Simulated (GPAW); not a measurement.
## SiH₃O₂: calculation of the molecule and its ions (part 2 of 2)

The same run, continued: SiH₃O₂, multiplicity 2, SMILES O[SiH]O; optPBE-vdW/plane waves, UKS, scalar-relativistic datasets (GPAW 26.7.0). The geometry comes from this level: PBE0-D4/def2-TZVP.

Geometry of the input (Å):
```
O  -1.1862  -0.4434  -0.2025
Si 0.3589  0.0833  -0.4571
O  1.0710  0.2550  1.0109
H  -1.6253  -0.8790  -0.9347
H  0.3938  1.4593  -1.0438
H  0.9877  -0.4752  1.6272
```

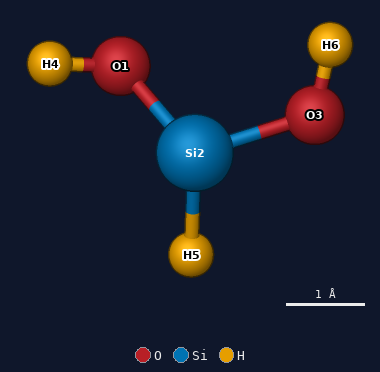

**Figure 1.** The structure as given in the input (ball-and-stick view, seen at a tilt; atoms are numbered from 1 in the order of the input).

Log, continued:
```
|iter:  75| 00:07:25 |  -42.376744c| -8.39c| -3.84 |  +1.0000|
|iter:  76| 00:07:30 |  -42.376744c| -8.46c| -3.88 |  +1.0000|
|iter:  77| 00:07:36 |  -42.376744c| -8.53c| -3.92 |  +1.0000|
|iter:  78| 00:07:41 |  -42.376744c| -8.61c| -3.96 |  +1.0000|
|iter:  79| 00:07:47 |  -42.376744c| -8.68c| -4.00 |  +1.0000|
|iter:  80| 00:07:52 |  -42.376744c| -8.75c| -4.04c|  +1.0000|

Converged in 80 steps
SCF loop duration: 466.364 s (5.830 s/step)
Energy contributions relative to reference atoms: (reference = -12005.519339)

Energy contributions:
  Kinetic:          20.269021
  Coulomb:         -17.835126
  Zero:             -0.226975
  External:          0.000000
  Xc:              -44.583664
  Entropy:           0.000000
  Spinorbit:         0.000000
  ----------------------------
  Free energy:     -42.376744
  Extrapolated:    -42.376744

dipole moment: (-0.136056, -0.303854, -0.108470)  # |e|*Ang

Total magnetic moment: (0.000000, 0.000000, 0.999999)

Local magnetic moments
|        x |        y |         z |
|----------|----------|-----------|
| 0.000000 | 0.000000 |  0.056677 |  # O    0
| 0.000000 | 0.000000 |  0.249485 |  # Si   1
| 0.000000 | 0.000000 |  0.051156 |  # O    2
| 0.000000 | 0.000000 | -0.000218 |  # H    3
| 0.000000 | 0.000000 |  0.036739 |  # H    4
| 0.000000 | 0.000000 | -0.000366 |  # H    5

Fermi levels: -2.056, -3.790
Eigenvalues  # (at kpt = [0.000, 0.000, 0.000])
| band index |      eig [eV] | occ [0-1] |      eig [eV] | occ [0-1] |
|------------|---------------|-----------|---------------|-----------|
|          0 |       -25.904 |     1.000 |       -25.778 |     1.000 |
|        ... |               |           |               |           |
|          2 |       -14.436 |     1.000 |       -14.300 |     1.000 |
|          3 |       -13.029 |     1.000 |       -12.974 |     1.000 |
|          4 |       -10.521 |     1.000 |       -10.166 |     1.000 |
|          5 |        -9.670 |     1.000 |        -9.435 |     1.000 |
|          6 |        -8.969 |     1.000 |        -8.756 |     1.000 |
|          7 |        -8.391 |     1.000 |        -8.236 |     1.000 |
|          8 |        -8.068 |     1.000 |        -7.911 |     1.000 |
|          9 |        -4.596 |     1.000 |        -2.984 |     0.000 |
|         10 |        -1.128 |     0.000 |        -1.016 |     0.000 |
|         11 |        -0.987 |     0.000 |        -0.867 |     0.000 |
|         12 |        -0.274 |     0.000 |        -0.201 |     0.000 |
|         13 |         0.163 |     0.000 |         0.234 |     0.000 |
|         14 |         0.190 |     0.000 |         0.263 |     0.000 |

Gap: 1.855 eV
Transition (v -> c):
  (s=1, k=0, n=9, [0.00, 0.00, 0.00]) -> (s=0, k=0, n=10, [0.00, 0.00, 0.00])
No difference between direct/indirect transitions
vacuum-level: 0.128  # V
neutral       -42.37674 eV
  __  _  _
 | _ |_)|_||  |
 |__||  | ||/\| - 26.7.0

units:  Angstrom and eV
cores:  1
OpenMP: False

Versions:
  Python: 3.12.14
  ASE:    3.29.0
  Numpy:  2.5.5
  Scipy:  1.18.1
  Libxc:  7.0.0

        _gpaw.cpython-312-aarch64-linux-gnu.so

Input parameters:
  mode=PW(ecut=400.0),
  charge=1,
  maxiter=100,
  mixer=Pulay(name='pulay', nmaxold=1, beta=0.1, weight=100.0, sigma=0.015, g_ss=None),
  occupations=Occupations(name='fermi-dirac', width=0.0, fixmagmom=False),
  symmetry=Symmetry(point_group=False, time_reversal=False),
  xc=XC(name='optPBE-vdW', backend='libvdwxc')

Diagonalizing LCAO Hamiltonian
Converting LCAO to pw mode
          .-----------------------------------.
         /|                                   |
        / |                                   |
       /  |                                   |
      /   |                                   |
     /    |                                   |
    /     |                                   |
   /      |                                   |
  /       |                                   |
 *        |                                   |
 |        |                                   |
 |        |                                   |
 |        |               H                   |
 |        |                O                  |
 |        |               H                   |
 |        |          O   Si                   |
 |        |        H                          |
 |        |                                   |
 |        .-----------------------------------.
 |       /                                   /
 |      /                                   /
 |     /                                   /
 |    /                                   /
 |   /                                   /
 |  /                                   /
 | /                                   /
 |/                                   /
 *-----------------------------------*

Atoms  # Å, Bohr magnetons
|   | symbol |        x |        y |        z |    initial magnetic moments |
|---|--------|----------|----------|----------|-----------------------------|
| 0 |      O | 6.439100 | 6.435600 | 6.841300 | ( 0.0000,  0.0000,  0.0000) |
| 1 |     Si | 7.984200 | 6.962300 | 6.586700 | ( 0.0000,  0.0000,  0.0000) |
| 2 |      O | 8.696300 | 7.134000 | 8.054700 | ( 0.0000,  0.0000,  0.0000) |
| 3 |      H | 6.000000 | 6.000000 | 6.109100 | ( 0.0000,  0.0000,  0.0000) |
| 4 |      H | 8.019100 | 8.338300 | 6.000000 | ( 0.0000,  0.0000,  0.0000) |
| 5 |      H | 8.613000 | 6.403800 | 8.671000 | ( 0.0000,  0.0000,  0.0000) |

Unit cell  # Å
| periodic |         x |         y |         z |   lengths |    angles |
|----------|-----------|-----------|-----------|-----------|-----------|
|       no | 14.696300 |  0.000000 |  0.000000 | 14.696300 | 90.000000 |
|       no |  0.000000 | 14.338300 |  0.000000 | 14.338300 | 90.000000 |
|       no |  0.000000 |  0.000000 | 14.671000 | 14.671000 | 90.000000 |

Number of symmetries: 1
Symmetry operations  # r_c * U_cc + t_c -> r_c
|   | kind |            matrix            |
|---|------|------------------------------|
| 0 |  E   |  1, 0, 0,  0, 1, 0,  0, 0, 1 |

BZ-sampling:
  Number of BZ points: 1
  Number of IBZ points: 1

  Monkhorst-Pack size: [1, 1, 1]
  Monkhorst-Pack shift: [0, 0, 0]

K-points  # in reciprocal-cell coordinates
|   |                                coordinates |     weight |
|---|--------------------------------------------|------------|
| 0 | (  0.00000000,   0.00000000,   0.00000000) | 1.00000000 |

Plane wave coefficients: 28098
Cutoff: 400.0 eV

Spin-components: 1 (collinear spins)
Bands:           15
Projectors:      24
Spin-degeneracy: 2
Datatype:        float64

  Storage: CPU
  Wave functions: 6_743_520 bytes (6_743_520 per core)
  Projectors: 12_587_904 bytes (12_587_904 per core)

Parallelization:
  kpt:    1
  domain: 1
  band:   1

Density:
  Valence electrons: 19.0
  Components: 1
  Grid points: [70 70 70]
  Charge: 1.0  # |e|

Potential:
  Grid points: [70 70 70]

species:
  O:
    name:    Oxygen
    Z:       8.0
    valence: 6
    core:    2
    charge:  0.0  # [|e|]
    file:    O.PBE.gz
    compensation charges:
      type: gauss
      rc: 0.21  # [Å]
      lmax: 2
    cutoffs:
      filter: 1.17  # [Å]
      core: 0.83  # [Å]
    projectors
    | kind |    occ | energy [eV] | rcut [Å] |
    |------|--------|-------------|----------|
    |   2s |  2.000 |     -23.961 |    0.688 |
    |   2p |  4.000 |      -9.029 |    0.598 |
    |    s |        |       3.251 |    0.688 |
    |    p |        |      18.182 |    0.598 |
    |    d |        |       0.000 |    0.619 |

    Using partial waves for O as LCAO basis

  Si:
    name:    Silicon
    Z:       14.0
    valence: 4
    core:    10
    charge:  0.0  # [|e|]
    file:    Si.PBE.gz
    compensation charges:
      type: gauss
      rc: 0.33  # [Å]
      lmax: 2
    cutoffs:
      filter: 1.86  # [Å]
      core: 2.06  # [Å]
    projectors
    | kind |    occ | energy [eV] | rcut [Å] |
    |------|--------|-------------|----------|
    |   3s |  2.000 |     -10.812 |    1.058 |
    |   3p |  2.000 |      -4.081 |    1.058 |
    |    s |        |      16.399 |    1.058 |
    |    p |        |      23.130 |    1.058 |
    |    d |        |       0.000 |    1.058 |

    Using partial waves for Si as LCAO basis

  H:
    name:    Hydrogen
    Z:       1.0
    valence: 1
    core:    0
    charge:  0.0  # [|e|]
    file:    H.PBE.gz
    compensation charges:
      type: gauss
      rc: 0.15  # [Å]
      lmax: 2
    cutoffs:
      filter: 0.85  # [Å]
      core: 0.53  # [Å]
    projectors
    | kind |    occ | energy [eV] | rcut [Å] |
    |------|--------|-------------|----------|
    |   1s |  1.000 |      -6.494 |    0.476 |
    |    s |        |      20.717 |    0.476 |
    |    p |        |       0.000 |    0.476 |

    Using partial waves for H as LCAO basis

Reference energy: -12005.519339  # eV

eigensolver:
  PPCG
  Converge bands: occupied
  niter=2

density mixing:
  Pulay-Mixer
  Linear mixing parameters: 0.1
  Old densities: 1
  Fourier metric: weight=100.0, sigma=0.015

occupation numbers:
  # Zero width

poisson solver:
  ecut: 3200.0  # eV
  # using Gaussian-shaped compensation charge: e^(-alpha r^2)
  alpha: 0.06272672653274766   # bohr^-2
xc functional:
  name: vdW-optPBE with libvdwxc
  Mode: serial
  Semilocal: GGA_X_OPTPBE_VDW+LDA_C_PW with 2 nearest neighbor stencil
  Corresponding non-local functional: vdW-DF
  Local blocksize: 140 x 140 x 140
  PAW datasets: PBE

Initialization done in: 3.812 s

convergence criteria:
- Maximum [total energy] change in last 3 cyles: 0.0005 eV / valence electron
- Maximum integral of absolute [dens]ity change: 0.0001 electrons / valence electron
- Maximum integral of absolute [eigenst]ate change: 4e-08 eV^2 / valence electron
maximum number of iterations: 100

SCF iterations
|iter     |     time |      energy | eigst |  dens |
|---------|----------|-------------|-------|-------|
|iter:   1| 00:07:56 |  -42.565555 | +0.36 |       |
|iter:   2| 00:08:00 |  -38.917865 | -1.20 | -0.54 |
|iter:   3| 00:08:04 |  -36.861989 | -1.71 | -0.64 |
|iter:   4| 00:08:08 |  -35.754062 | -1.92 | -0.73 |
|iter:   5| 00:08:11 |  -35.159863 | -2.17 | -0.83 |
|iter:   6| 00:08:15 |  -34.834496 | -2.46 | -0.92 |
|iter:   7| 00:08:19 |  -34.647580 | -2.71 | -0.99 |
|iter:   8| 00:08:23 |  -34.533009 | -2.96 | -1.06 |
|iter:   9| 00:08:26 |  -34.458065 | -3.19 | -1.12 |
|iter:  10| 00:08:30 |  -34.406377 | -3.41 | -1.18 |
|iter:  11| 00:08:34 |  -34.369383 | -3.62 | -1.24 |
|iter:  12| 00:08:38 |  -34.342263 | -3.80 | -1.29 |
|iter:  13| 00:08:41 |  -34.322103 | -3.98 | -1.34 |
|iter:  14| 00:08:45 |  -34.306998 | -4.13 | -1.40 |
|iter:  15| 00:08:49 |  -34.295633 | -4.27 | -1.45 |
|iter:  16| 00:08:52 |  -34.287046 | -4.40 | -1.50 |
|iter:  17| 00:08:56 |  -34.280552 | -4.53 | -1.55 |
|iter:  18| 00:09:00 |  -34.275640 | -4.66 | -1.60 |
|iter:  19| 00:09:04 |  -34.271926c| -4.78 | -1.65 |
|iter:  20| 00:09:07 |  -34.269120c| -4.90 | -1.71 |
|iter:  21| 00:09:11 |  -34.267002c| -5.02 | -1.76 |
|iter:  22| 00:09:15 |  -34.265405c| -5.14 | -1.81 |
|iter:  23| 00:09:19 |  -34.264203c| -5.26 | -1.86 |
|iter:  24| 00:09:22 |  -34.263301c| -5.37 | -1.91 |
|iter:  25| 00:09:26 |  -34.262625c| -5.49 | -1.96 |
|iter:  26| 00:09:30 |  -34.262122c| -5.60 | -2.01 |
|iter:  27| 00:09:34 |  -34.261747c| -5.71 | -2.06 |
|iter:  28| 00:09:37 |  -34.261468c| -5.83 | -2.10 |
|iter:  29| 00:09:41 |  -34.261261c| -5.94 | -2.15 |
|iter:  30| 00:09:45 |  -34.261108c| -6.05 | -2.20 |
|iter:  31| 00:09:49 |  -34.260996c| -6.16 | -2.25 |
|iter:  32| 00:09:53 |  -34.260914c| -6.27 | -2.30 |
|iter:  33| 00:09:57 |  -34.260854c| -6.38 | -2.35 |
|iter:  34| 00:10:01 |  -34.260812c| -6.49 | -2.40 |
|iter:  35| 00:10:05 |  -34.260781c| -6.60 | -2.45 |
|iter:  36| 00:10:09 |  -34.260760c| -6.71 | -2.50 |
|iter:  37| 00:10:13 |  -34.260745c| -6.82 | -2.54 |
|iter:  38| 00:10:16 |  -34.260736c| -6.92 | -2.59 |
|iter:  39| 00:10:20 |  -34.260730c| -7.03 | -2.64 |
|iter:  40| 00:10:24 |  -34.260726c| -7.13 | -2.69 |
|iter:  41| 00:10:28 |  -34.260724c| -7.24 | -2.74 |
|iter:  42| 00:10:32 |  -34.260723c| -7.34 | -2.78 |
|iter:  43| 00:10:36 |  -34.260723c| -7.45c| -2.83 |
|iter:  44| 00:10:40 |  -34.260723c| -7.55c| -2.88 |

timing:  # [seconds]
  Total: 643.044  # ━━━━━━━━━━━━━━━━━━━━━━━━━━━━━━━━━━━━━━━━━━━━━━━━━━━━━━━━━
  Init:    5.521  # ╸
  SCF:   466.364  # ━━━━━━━━━━━━━━━━━━━━━━━━━━━━━━━━━━━━━━━━━╸

Max RSS: 2040.574  # MiB
|iter:  45| 00:10:44 |  -34.260724c| -7.65c| -2.93 |
|iter:  46| 00:10:48 |  -34.260725c| -7.75c| -2.97 |
|iter:  47| 00:10:51 |  -34.260726c| -7.85c| -3.02 |
|iter:  48| 00:10:55 |  -34.260726c| -7.95c| -3.07 |
|iter:  49| 00:10:59 |  -34.260727c| -8.05c| -3.12 |
|iter:  50| 00:11:03 |  -34.260728c| -8.15c| -3.16 |
|iter:  51| 00:11:07 |  -34.260729c| -8.25c| -3.21 |
|iter:  52| 00:11:11 |  -34.260730c| -8.35c| -3.26 |
|iter:  53| 00:11:14 |  -34.260730c| -8.45c| -3.30 |
|iter:  54| 00:11:18 |  -34.260731c| -8.55c| -3.35 |
|iter:  55| 00:11:22 |  -34.260732c| -8.64c| -3.40 |
|iter:  56| 00:11:26 |  -34.260732c| -8.74c| -3.44 |
|iter:  57| 00:11:29 |  -34.260732c| -7.51c| -3.49 |
|iter:  58| 00:11:32 |  -34.260733c| -7.51c| -3.53 |
|iter:  59| 00:11:36 |  -34.260733c| -7.68c| -3.58 |
|iter:  60| 00:11:39 |  -34.260733c| -7.76c| -3.63 |
|iter:  61| 00:11:43 |  -34.260733c| -7.86c| -3.67 |
|iter:  62| 00:11:46 |  -34.260734c| -7.92c| -3.72 |
|iter:  63| 00:11:49 |  -34.260734c| -8.02c| -3.77 |
|iter:  64| 00:11:53 |  -34.260734c| -8.09c| -3.81 |
|iter:  65| 00:11:56 |  -34.260734c| -8.18c| -3.86 |
|iter:  66| 00:12:00 |  -34.260734c| -8.26c| -3.90 |
|iter:  67| 00:12:03 |  -34.260734c| -8.35c| -3.95 |
|iter:  68| 00:12:07 |  -34.260734c| -8.43c| -3.99 |
|iter:  69| 00:12:10 |  -34.260734c| -8.53c| -4.04c|

Converged in 69 steps
SCF loop duration: 254.130 s (3.683 s/step)
Energy contributions relative to reference atoms: (reference = -12005.519339)

Energy contributions:
  Kinetic:           6.705825
  Coulomb:          -5.267312
  Zero:             -0.205634
  External:          0.000000
  Xc:              -35.493613
  Entropy:           0.000000
  Spinorbit:         0.000000
  ----------------------------
  Free energy:     -34.260734
  Extrapolated:    -34.260734

dipole moment: (7.841911, 6.525266, 6.456875)  # |e|*Ang

Fermi level: -12.966
Eigenvalues  # (at kpt = [0.000, 0.000, 0.000])
| band index |      eig [eV] | occ [0-2] |
|------------|---------------|-----------|
|          0 |       -32.612 |     2.000 |
|          1 |       -32.079 |     2.000 |
|          2 |       -21.162 |     2.000 |
|          3 |       -19.613 |     2.000 |
|          4 |       -17.356 |     2.000 |
|          5 |       -16.362 |     2.000 |
|          6 |       -15.637 |     2.000 |
|          7 |       -14.920 |     2.000 |
|          8 |       -14.690 |     2.000 |
|          9 |       -11.242 |     0.000 |
|         10 |        -6.584 |     0.000 |
|         11 |        -6.314 |     0.000 |
|         12 |        -4.813 |     0.000 |
|         13 |        -4.552 |     0.000 |
|         14 |        -4.222 |     0.000 |

Gap: 3.449 eV
Transition (v -> c):
  (s=0, k=0, n=8, [0.00, 0.00, 0.00]) -> (s=0, k=0, n=9, [0.00, 0.00, 0.00])
No difference between direct/indirect transitions
vacuum-level: -1.431  # V
oxidised      -34.26073 eV
Vertical IP: 8.116 eV
```

Key numbers:

| quantity | value |
| --- | --- |
| outcome | converged |
| ionisation energy | 8.12 eV |
| wall time | 12 min |
| peak memory | 2 GiB |

Remarks:

Settings chosen away from the usual ones: vacuum set to 6.0 (from 4.5); mixer set to pulay; beta set to 0.1; nmaxold set to 1; weight set to 100.0.
